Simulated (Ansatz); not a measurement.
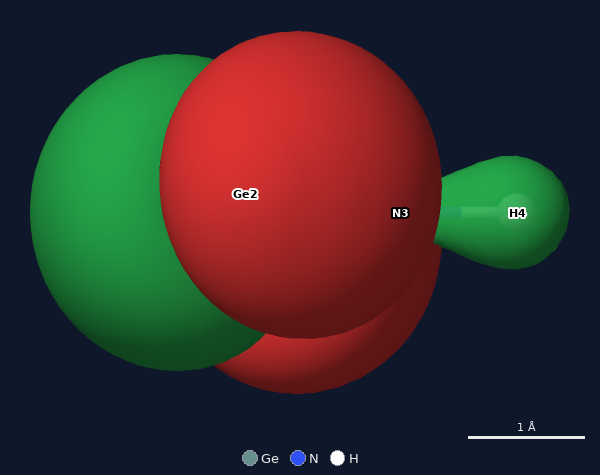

Figure. Ge2HN (SMILES [NH]1[Ge]#[Ge]1). The HOMO at ±0.1 Å⁻³ᐟ² (green and red are the two phases), seen from one side.

Geometry: PBE0-D4/def2-TZVP.

Theory: isolated molecule in a Gaussian basis; Kohn-Sham density functional theory, functional PBE0 in Ansatz 0.2.0.

Input

```
crystal:
  periodic: [false, false, false]
  atoms:
    - {symbol: Ge, position_ang: [-0.072911, -1.385164, 0.014038]}
    - {symbol: Ge, position_ang: [0.623595, 0.785639, -1.064200]}
    - {symbol: "N", position_ang: [-0.840578, 0.288004, -0.062555]}
    - {symbol: H, position_ang: [-1.680397, 0.730522, 0.285567]}
basis:
  gaussian:
    orbitals: def2-TZVPD
hamiltonian:
  xc: pbe0
output:
  forces: true
  orbitals: {seedname: orbitals}
```

Launched as:

```sh
ansatz run input.yaml --threads 2 --pin off --max-ram 4350MiB --events-out events.jsonl --progress --plain --runs-dir runs
```

### What is the character of this orbital?

It lies mainly on Ge1 (about 45 %) and Ge2 (about 45 %); it is symmetric in the molecular plane (an in-plane orbital: σ, lone-pair or in-plane π type). Its energy is −5.22 eV.
